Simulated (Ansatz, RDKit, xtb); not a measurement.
# C4H6BFSi: ranking a sample of isomers

A sample of isomers of C4H6BFSi is drawn. Aim: find which of them has the lowest free energy at 298.15 K, then its properties. The sample is small against all isomers, and the most stable one of this formula need not be in it.

The funnel: GFN2-xTB relaxations, single points with a density functional, relaxations at B3LYP/def2-SVP, harmonic vibrations (at GFN2-xTB), and a last energy at a higher level. All values are calculated.

## (1) Candidates

Isomers were taken from a list of plausible structures; this is a sample, not all of them. That gives 10 candidates.

```
label              SMILES     spin
 c111  FC1=C([SiH3])BC=C1  singlet
 c320  FC1=CB([SiH3])C=C1  singlet
 c332  FB1C=CC([SiH3])=C1  singlet
 c543  FC1=C([SiH3])C=CB1  singlet
 c722  FC1=CC([SiH3])=CB1  singlet
 c726    FB1C=CC=C1[SiH3]  singlet
 c760    FC1=CBC=C1[SiH3]  singlet
 c782  FC1=CBC([SiH3])=C1  singlet
 c820    FC1=CC=CB1[SiH3]  singlet
 c999  FC1=CC=C([SiH3])B1  singlet
```

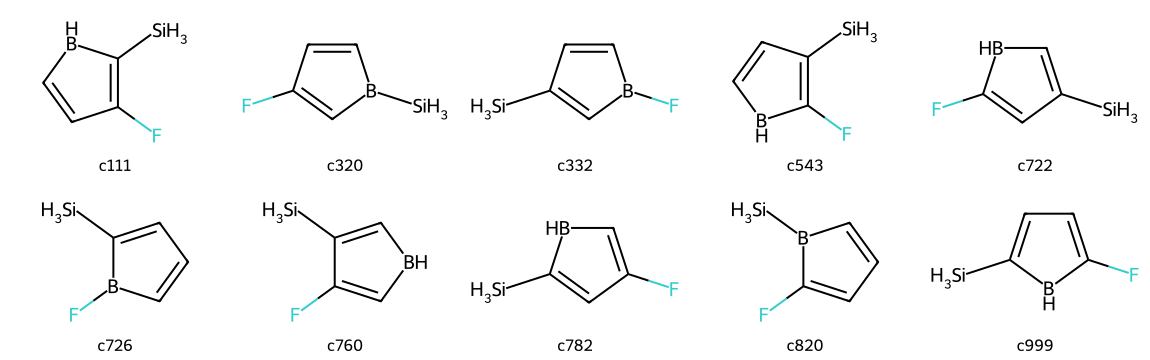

Structural formulas of the candidates.

Candidates are built by distance geometry, with a force field where one applies, in up to four conformers (letters a to d).

**Question.** With final energies at CCSD(T)/def2-SVP + MP2/def2-TZVPP - MP2/def2-SVP, which structure will this search put lowest in free energy, and by what margin?

| quantity | value |
| --- | --- |
| lowest structure found | FB1C=CC=C1[SiH3], singlet |
| next finalist | FB1C=CC([SiH3])=C1, singlet, 2.5 kcal/mol higher in G |
| share at equilibrium, among the finalists | 98.6 % |

The lowest structure found is `FB1C=CC=C1[SiH3]`. The margin, 2.5 kcal/mol, is modest. r2SCAN-D4/def2-SVP, B3LYP/def2-SVP, HF/def2-SVP and MP2/def2-SVP already put its bonding pattern lowest among the structures in one piece. The search is not exhaustive (a finite list of starts, one conformer a finalist), so a lower isomer can't be ruled out. Only 10 drawn patterns were tried, so whole families of isomers are missing, and the result ranks this sample alone. The lowest isomer need not be the one that is made and kept in a bottle, which depends on barriers.
